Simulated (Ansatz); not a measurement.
# Cd2P: a trial structure relaxed

The task: take a trial cell of Cd2P to zero force and stress.

Computed with Ansatz 0.2.0 (DFT PBE, scalar-relativistic, plane waves, PAW, unless a step's input says otherwise).

### 1 The starting structure

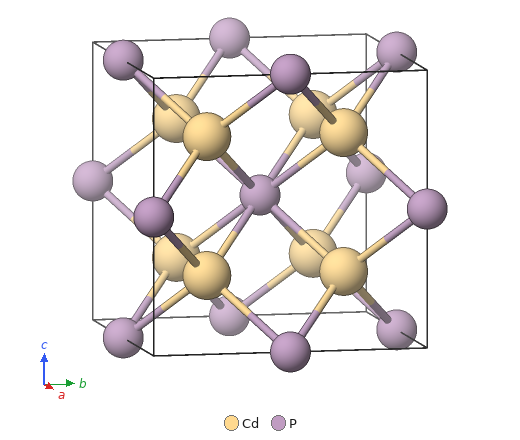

The starting structure, seen slightly off an axis (cadmium orange, phosphorus pink). The cell drawn here is the conventional one.

Coordinates:

```
Cd P
1.0
     0.00000    3.41237    3.41237
     3.41237    0.00000    3.41237
     3.41237    3.41237    0.00000
Cd P
2 1
Direct
  0.25000 0.25000 0.25000
  0.75000 0.75000 0.75000
  0.50000 0.50000 0.50000
```

A structure generator made this guess: random cell by space group and Wyckoff sites (Fm-3m, No. 225). Its size is a rough estimate.

### 2 Probe: one point on a coarse mesh

File input.yaml:

```yaml
crystal:
  lattice:
    - [0.0, 3.41237104, 3.41237104]
    - [3.41237104, 0.0, 3.41237104]
    - [3.41237104, 3.41237104, 0.0]
  atoms:
    - { symbol: Cd, position: [0.25, 0.25, 0.25] }
    - { symbol: Cd, position: [0.75, 0.75, 0.75] }
    - { symbol: P, position: [0.5, 0.5, 0.5] }
basis:
  ecutwfc: 420
kpoints:
  mp_grid: { grid: [4, 4, 4] }
hamiltonian:
  xc: pbe
scf:
  occupations: { method: gaussian, width: 0.1 }
  lower_state_search: "off"
output:
  forces: true
  stress: true
  eigenvalues: true
```

Launch:

```bash
$ ansatz run input.yaml --threads 1 --pin off --max-ram 2048MiB --backend cpu --events-out ev --progress --plain --runs-dir out
```

The log of the run, shortened:

```text
Warning: RAYON_NUM_THREADS=1 ignored (pool sized by the plan → 1); use --threads N
[...]
Pseudopotentials: kind: paw
Pseudopotential: Cd, paw, valence charge 20, recommended cutoff 420 eV (normal), Cd.paw.azcp
Pseudopotential: P, paw, valence charge 5, recommended cutoff 420 eV (normal), P.paw.azcp
Functional definition: PBE
[...]
Crystal: 3 atoms, lattice volume = 79.469 Å³
Basis set: ecut = 420 eV, 1471 PW (Γ), exchange–correlation on 72×72×72 points (8 copies of the dense FFT grid, shifted against one another)
Bands: 27, of which v1, the nominal top of the filled ones, is band 23 counted from 1 (22 counted from 0)
Symmetry: 48 space group operations
Space group: Fm-3m (ITA 225), of the structure as read, at distance tolerance 4.3e-5 Å
k-points: 8 of 64
[...]
SCF iter   1: F=—  HF=-17264.160458 eV  |F-HF|=—  |Δ(HF+E_count)|=         —  Δρ=3.11e-3  dr2=1.55e-2  ethr=1.77e-3  ⟨swp⟩=5.5  Hψ=847  notcnv=0
[...]
SCF iter   6: F=-17264.156559 eV  HF=-17264.156559 eV  |F-HF|=1.98e-8  |Δ(HF+E_count)|=   1.54e-6  Δρ=4.12e-6  dr2=8.40e-9  ethr=2.22e-10  ⟨swp⟩=8.9  Hψ=958  notcnv=0
[...]
SCF converged after 6 iterations
Free energy (F): -17264.156559 eV
[...]
E sigma→0 (E₀):  -17264.146179 eV
Entropy (-TS):   -0.020761 eV (-6.920 meV/atom)
Fermi energy:    8.890759 eV
[...]
--- Forces (eV/Å), atoms counted from 1 ---
  atom   1  Cd    -0.00000000     0.00000000    -0.00000000
  atom   2  Cd    -0.00000000     0.00000000     0.00000000
  atom   3  P      0.00000000     0.00000000     0.00000000
[...]
--- Stress (GPa, compression-positive) ---
       -4.766240      -0.000000      -0.000000
       -0.000000      -4.766240      -0.000000
       -0.000000       0.000000      -4.766240
  P = ⅓ Tr σ = -4.7662 GPa (-47.662 kbar)
--- Band table (eV; the first three rows and the last of 8) ---
  k-point 0: bands = ["-93.7926", "-93.7920", "-54.8543", "-54.8543", "-54.8543", "-54.8497", "-54.8497", "-54.8497", "-1.9141", "-0.0545", "-0.0545", "-0.0272", "-0.0272", "-0.0272", "0.4984", "0.4984", "0.4984", "0.7014", "0.7014", "6.5374", "7.9498", "7.9498", "7.9498", "10.9096", [...]
[...]
```

It took 1.4 s on 1 thread of Arm Neoverse V1, shared host; peak memory 0.31 GiB.

From the probe: pressure -4.8 GPa, largest force 0.00 eV/Å, gap on this mesh none (metal). A guess like this is first relaxed loosely on the coarse mesh.

### 3 A loose first relaxation

input.yaml, as its differences from that of step 2:

```diff
@@ -22 +22,6 @@
   eigenvalues: true
+relax:
+  adjacent_minimum: "off"
+  f_tol: 0.04
+  max_steps: 70
+  cell: { stress_tol: 0.4 }
```

Launch:

```bash
$ ansatz run input.yaml --threads 1 --pin off --max-ram 2048MiB --backend cpu --events-out ev --progress --plain --runs-dir out
```

The log of the run:

```text
Warning: RAYON_NUM_THREADS=1 ignored (pool sized by the plan → 1); use --threads N
Engine: ansatz 0.2.0, aarch64-unknown-linux-gnu
[... 4 set-up lines as earlier in the session ...]
  parameter kappa = 0.804
  parameter beta = 0.06672455060314922
  exchange = pbe_x(kappa = kappa, mu = beta*pi^2/3)
  correlation = pbe_c(beta = beta)
Crystal: 3 atoms, lattice volume = 79.469 Å³
Basis set: ecut = 420 eV, 1471 PW (Γ), exchange–correlation on 72×72×72 points (8 copies of the dense FFT grid, shifted against one another)
Bands: 27, of which v1, the nominal top of the filled ones, is band 23 counted from 1 (22 counted from 0)
[... 2 set-up lines as earlier in the session ...]
k-points: 8 of 64
Non-local potential: Cd, projectors of the file, l = 0: 3, l = 1: 2, l = 2: 2, l = 3: 1
Non-local potential: P, projectors of the file, l = 0: 2, l = 1: 2, l = 2: 2
PAW form: soft (Blöchl's): semilocal exchange-correlation on the pseudo side does not see the compensation charge
PAW one-centre angular grid: Cd, 590 points (default); XC on 64 Gauss nodes
PAW one-centre angular grid: P, 110 points (default); XC on 64 Gauss nodes
Initial density: superposition of atomic densities (neutral atoms: chi_scale 0, normalization atom), corrected by the library's trained network
Initial wavefunctions: pseudopotential atomic-orbital guess
Functional: x = pbe(κ = 0.804, μ = 0.2195149727645171), c = pbe(β = 0.06672455060314922)
SCF iter   1: F=—  HF=-17264.160458 eV  |F-HF|=—  |Δ(HF+E_count)|=         —  Δρ=3.11e-3  dr2=1.55e-2  ethr=1.77e-3  ⟨swp⟩=5.5  Hψ=847  notcnv=0
preconditioner: auto → LDOS  [insulator: Δε(μ)=0.254 eV  Ē_g=10.301 eV  σ=0.100 eV  W_gap=0.58  n_scr=14 (ndim 8)  ℏωp=22.4 eV  f_vac=0.083  D(μ)=4.14/eV (n_scr^D=50)  ε∞_Penn≈5.7  β→1.0]
SCF iter   2: F=—  HF=-17264.157544 eV  |F-HF|=—  |Δ(HF+E_count)|=   2.91e-3  Δρ=2.45e-3  dr2=3.94e-3  ethr=3.44e-5  ⟨swp⟩=2.0  Hψ=400  notcnv=0
SCF iter   3: F=—  HF=-17264.157386 eV  |F-HF|=—  |Δ(HF+E_count)|=   1.58e-4  Δρ=1.73e-3  dr2=2.55e-3  ethr=8.76e-6  ⟨swp⟩=2.0  Hψ=394  notcnv=0
SCF iter   4: F=—  HF=-17264.156576 eV  |F-HF|=—  |Δ(HF+E_count)|=   8.10e-4  Δρ=2.32e-4  dr2=5.71e-5  ethr=5.67e-6  ⟨swp⟩=2.0  Hψ=325  notcnv=0
SCF iter   5: F=—  HF=-17264.156558 eV  |F-HF|=—  |Δ(HF+E_count)|=   1.86e-5  Δρ=3.17e-5  dr2=5.66e-7  ethr=1.27e-7  ⟨swp⟩=2.1  Hψ=324  notcnv=0
SCF iter   6: F=-17264.156559 eV  HF=-17264.156559 eV  |F-HF|=1.98e-8  |Δ(HF+E_count)|=   1.54e-6  Δρ=4.12e-6  dr2=8.40e-9  ethr=2.22e-10  ⟨swp⟩=8.9  Hψ=958  notcnv=0
SCF 1 converged in 6 iterations: F = -17264.156559 eV  dr2 = 8.40e-9
relax step   1: F+E_penalty+E_count = -17264.15655915 eV  Δ(F+E_penalty+E_count) = +0.000e0 eV  max|allowed force component| = 7.324e-18 eV/Å  Δτ_max = 0.0000 Å  P = -4.766 GPa  Ω = 79.469 Å³  (6 SCF iters, dr2 threshold 1.00e-7 eV, accepted)
Crystal: 3 atoms, lattice volume = 70.007 Å³
Basis set: ecut = 420 eV, 1363 PW (Γ), exchange–correlation on 72×72×72 points (8 copies of the dense FFT grid, shifted against one another)
Initial density: handed on by an earlier stage of this run
Initial wavefunctions: those handed on with the density
iter 1 solved again at ethr=4.26e-5 eV; its pass at ethr=3.10e-3 eV (dr2=1.92e-2 eV) is discarded
SCF iter   1: F=—  HF=-17264.320260 eV  |F-HF|=—  |Δ(HF+E_count)|=         —  Δρ=4.05e-3  dr2=2.06e-2  ethr=4.26e-5  ⟨swp⟩=1.9  Hψ=1117  notcnv=0
preconditioner: auto → LDOS  [insulator: Δε(μ)=0.168 eV  Ē_g=10.649 eV  σ=0.100 eV  W_gap=0.56  n_scr=14 (ndim 8)  ℏωp=23.9 eV  f_vac=0.066  D(μ)=4.25/eV (n_scr^D=50)  ε∞_Penn≈6.0  β→1.0]
SCF iter   2: F=—  HF=-17264.316288 eV  |F-HF|=—  |Δ(HF+E_count)|=   3.97e-3  Δρ=3.33e-3  dr2=7.15e-3  ethr=4.26e-5  ⟨swp⟩=2.0  Hψ=339  notcnv=0
SCF iter   3: F=—  HF=-17264.315294 eV  |F-HF|=—  |Δ(HF+E_count)|=   9.95e-4  Δρ=2.11e-3  dr2=3.75e-3  ethr=1.59e-5  ⟨swp⟩=2.0  Hψ=380  notcnv=0
SCF iter   4: F=—  HF=-17264.314195 eV  |F-HF|=—  |Δ(HF+E_count)|=   1.10e-3  Δρ=2.33e-4  dr2=7.87e-5  ethr=8.34e-6  ⟨swp⟩=2.0  Hψ=367  notcnv=0
SCF iter   5: F=—  HF=-17264.314217 eV  |F-HF|=—  |Δ(HF+E_count)|=   2.25e-5  Δρ=3.31e-5  dr2=8.22e-7  ethr=1.75e-7  ⟨swp⟩=2.1  Hψ=343  notcnv=0
SCF iter   6: F=-17264.314221 eV  HF=-17264.314221 eV  |F-HF|=2.74e-7  |Δ(HF+E_count)|=   3.87e-6  Δρ=8.85e-6  dr2=1.08e-7  ethr=6.67e-10  ⟨swp⟩=7.8  Hψ=959  notcnv=0
SCF 2 converged in 6 iterations: F = -17264.314221 eV  dr2 = 1.08e-7
relax step   2: F+E_penalty+E_count = -17264.31422139 eV  Δ(F+E_penalty+E_count) = -1.577e-1 eV  max|allowed force component| = 1.465e-17 eV/Å  Δτ_max = 0.0000 Å  P = +0.167 GPa  Ω = 70.007 Å³  energy of the carried Pulay correction = +2.642e-3 eV  (6 SCF iters, dr2 threshold 3.00e-7 eV, accepted)
Basis set: ecut = 420 eV, 1363 PW (Γ), exchange–correlation on 64×64×64 points (8 copies of the dense FFT grid, shifted against one another)
Initial wavefunctions: pseudopotential atomic-orbital guess (no wavefunctions were taken with the density)
iter 1 solved again at ethr=3.20e-8 eV; its pass at ethr=3.10e-3 eV (dr2=1.44e-5 eV) is discarded
SCF iter   1: F=—  HF=-17264.311748 eV  |F-HF|=—  |Δ(HF+E_count)|=         —  Δρ=2.86e-4  dr2=9.40e-6  ethr=3.20e-8  ⟨swp⟩=4.1  Hψ=1489  notcnv=0
preconditioner: auto → LDOS  [insulator: Δε(μ)=0.191 eV  Ē_g=10.715 eV  σ=0.100 eV  W_gap=0.58  n_scr=14 (ndim 8)  ℏωp=23.9 eV  f_vac=0.070  D(μ)=4.19/eV (n_scr^D=50)  ε∞_Penn≈6.0  β→1.0]
SCF iter   2: F=—  HF=-17264.311744 eV  |F-HF|=—  |Δ(HF+E_count)|=   3.90e-6  Δρ=1.52e-4  dr2=9.66e-6  ethr=2.09e-8  ⟨swp⟩=2.0  Hψ=398  notcnv=0
SCF iter   3: F=—  HF=-17264.311774 eV  |F-HF|=—  |Δ(HF+E_count)|=   3.07e-5  Δρ=5.30e-5  dr2=1.27e-6  ethr=2.09e-8  ⟨swp⟩=2.0  Hψ=405  notcnv=0
SCF iter   4: F=—  HF=-17264.311759 eV  |F-HF|=—  |Δ(HF+E_count)|=   1.56e-5  Δρ=1.17e-5  dr2=7.02e-8  ethr=2.81e-9  ⟨swp⟩=2.9  Hψ=456  notcnv=0
SCF iter   5: F=—  HF=-17264.311759 eV  |F-HF|=—  |Δ(HF+E_count)|=   3.69e-9  Δρ=1.51e-6  dr2=2.28e-9  ethr=1.56e-10  ⟨swp⟩=2.0  Hψ=333  notcnv=0
SCF iter   6: F=-17264.311759 eV  HF=-17264.311759 eV  |F-HF|=3.64e-12  |Δ(HF+E_count)|=   3.62e-9  Δρ=1.24e-7  dr2=2.79e-11  ethr=4.27e-12  ⟨swp⟩=6.2  Hψ=855  notcnv=0
SCF 3 converged in 6 iterations: F = -17264.311759 eV  dr2 = 2.79e-11
relax step   3: F+E_penalty+E_count = -17264.31175874 eV  Δ(F+E_penalty+E_count) = +2.463e-3 eV  max|allowed force component| = 1.985e-17 eV/Å  Δτ_max = 0.0000 Å  P = +0.157 GPa  Ω = 70.007 Å³  stress off target by 1.57e-1 GPa  SCF on the basis re-selected at this cell (its energy is not comparable with the rows above)  (6 SCF iters)
basis re-selected at this cell: Δ(F+E_penalty+E_count) = +2.463e-3 eV, ΔP = -0.010 GPa vs the last step (what re-selecting the basis moved, of the pressure what is left beyond the Pulay correction that the steps carried, after the strain that the cell walked since its last selection, with what the two solves' SCF thresholds leave and, on support functions, any second-order correction that the steps lacked; it is no measure of the basis error at this ecutwfc). The dense FFT grid was sized anew with the basis: this SCF ran on 32×32×32 points, the steps before it on 36×36×36, so part of this shift can come from that change (see relax.cell in the input reference). This SCF's stress stands 1.57e-1 GPa from its target on what of the cell is left free (relax.cell.stress_tol is 4.00e-1 GPa) and its largest allowed force component is 1.99e-17 eV/Å (relax.f_tol is 4.00e-2 eV/Å): within both
SCF converged after 6 iterations
Free energy (F): -17264.311759 eV
Harris-Foulkes:  -17264.311759 eV  (|F-HF|=3.64e-12)
Internal energy: -17264.290805 eV  (E = F + TS)
E sigma→0 (E₀):  -17264.301282 eV
Entropy (-TS):   -0.020953 eV (-6.984 meV/atom)
Fermi energy:    10.769507 eV
--- Per-component energies (eV) ---
  E_band       = -915.174143
  E_kinetic    = 1078.083703
  E_local      = -7132.079787  (includes V_loc(G=0)·N_el)
  E_nonlocal   = 99.235352
  E_hartree    = 3314.738943
  E_xc         = -414.245366
  E_vxc        = -503.102407  (∫ρ·V_xc dr)
  E_paw        = -8734.985707  (= ΣΔE_a)
  E_vpaw       = -1086.788919  (= ΣTr[D̂ρ^β])
  E_aug_tail   = 0.000031  (compensation charges beyond the density's cutoff)
  E_ewald      = -5475.037973
  E_smearing   = -0.020953  (= −TS)
  E_closure    = 0.000000  (closes the sum)
  Σ components = -17264.311759   (vs F -17264.311759, Δ=0.00e0)
--- Forces (eV/Å), atoms counted from 1 ---
  atom   1  Cd    -0.00000000    -0.00000000     0.00000000
  atom   2  Cd     0.00000000     0.00000000     0.00000000
  atom   3  P      0.00000000    -0.00000000     0.00000000
  max |Σ_I F_I| component: 1.85e-17 eV/Å
--- Stress (GPa, compression-positive) ---
        0.156979       0.000000      -0.000000
        0.000000       0.156979      -0.000000
       -0.000000      -0.000000       0.156979
  P = ⅓ Tr σ = 0.1570 GPa (1.570 kbar)
--- Band table (eV; the first three rows and the last of 8) ---
  k-point 0: bands = ["-92.1356", "-92.1343", "-53.1991", "-53.1991", "-53.1991", "-53.1905", "-53.1905", "-53.1905", "-0.8081", "1.4431", "1.4431", "1.4431", "1.4433", "1.4433", "2.1914", "2.1914", "2.1914", "2.4649", "2.4649", "8.6011", "9.7513", "9.7513", "9.7513", "12.5997", "12.5997", "12.5997", "14.0837"]
  k-point 1: bands = ["-92.1354", "-92.1345", "-53.1978", "-53.1978", "-53.1978", "-53.1918", "-53.1917", "-53.1917", "-0.5759", "1.5237", "1.5237", "1.6100", "1.6100", "1.7222", "2.1137", "2.1137", "2.1266", "2.2939", "2.2939", "6.5825", "9.2801", "9.2801", "9.6772", "12.8386", "13.3741", "13.3741", "15.8742"]
  k-point 2: bands = ["-92.1349", "-92.1349", "-53.1949", "-53.1948", "-53.1948", "-53.1948", "-53.1948", "-53.1948", "-0.3571", "1.7279", "1.7279", "1.8996", "1.8996", "1.9306", "1.9527", "1.9527", "1.9598", "1.9598", "2.5559", "4.7067", "8.9692", "8.9692", "9.2288", "13.4991", "13.4991", "14.9994", "15.4628"]
  k-point 7: bands = ["-92.1349", "-92.1349", "-53.2003", "-53.2002", "-53.1948", "-53.1948", "-53.1894", "-53.1894", "-0.2684", "1.6376", "1.6376", "1.6987", "1.9129", "1.9129", "2.0788", "2.0936", "2.0936", "2.1188", "2.7727", "5.9968", "5.9968", "7.0250", "12.8153", "12.8153", "13.4363", "13.4416", "17.6205"]
--- Relaxed structure (2 steps of the walk, 2 accepted, 1 SCFs on fresh bases) ---
  F+E_penalty+E_count = -17264.31175874 eV   max|allowed force component| = 1.985e-17 eV/Å   (the final SCF, on the basis selected at the relaxed cell)
  cell:  # Å, volume = 70.0071 Å³
    - [-2.7865315804897755e-34, 3.271176932880478, 3.2711769328804783]
    - [3.271176932880478, 1.5923037602798717e-36, 3.2711769328804783]
    - [3.271176932880478, 3.271176932880478, -7.643058049343385e-35]
  atoms:
    - { symbol: Cd, position: [0.24999999999999997, 0.24999999999999997, 0.24999999999999997] }
    - { symbol: Cd, position: [0.75, 0.75, 0.75] }
    - { symbol: P, position: [0.49999999999999994, 0.49999999999999994, 0.49999999999999994] }
```

It took 4.1 s on 1 thread of Arm Neoverse V1, shared host; peak memory 0.32 GiB.

The steps of the relaxation:

```csv
step,energy from step 1 (eV/cell),largest force component (eV/Å),pressure (GPa),volume (Å³)
1,0.0000,0.0000,-4.77,79.47
2,-0.1577,0.0000,0.17,70.01
3,-0.1552,0.0000,0.16,70.01
```

Step 1 is the start. Step 3 repeats the geometry before it on a plane-wave basis chosen anew for that cell, so its energy need not be comparable with the rows above.

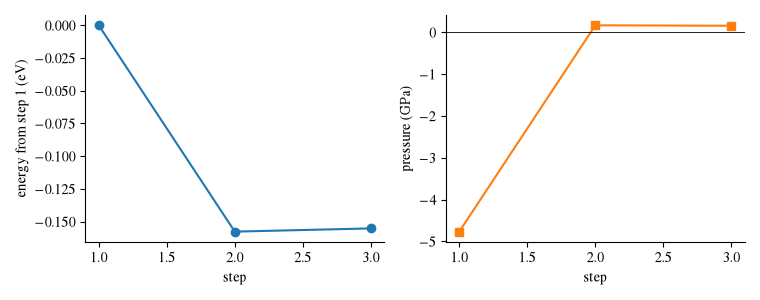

Energy and pressure along the relaxation.

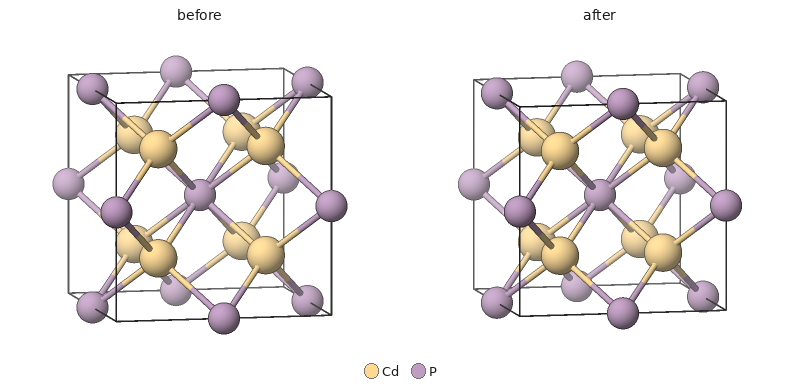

Before and after, at one scale.

Lengths and angles in the start's conventional setting:

|  | before | after | change |
| --- | --- | --- | --- |
| a (Å) | 6.825 | 6.542 | -4.1 % |
| b (Å) | 6.825 | 6.542 | -4.1 % |
| c (Å) | 6.825 | 6.542 | -4.1 % |
| volume (Å³/atom) | 26.49 | 23.34 | -11.9 % |
| shortest distance (Å) | 2.955 | 2.833 | -4.1 % |
| space group (0.01 Å) | Fm-3m | Fm-3m | same |

The run keeps the 48 symmetry operations of the start, so it could not have lowered the symmetry.

[end of part 1 of 2]
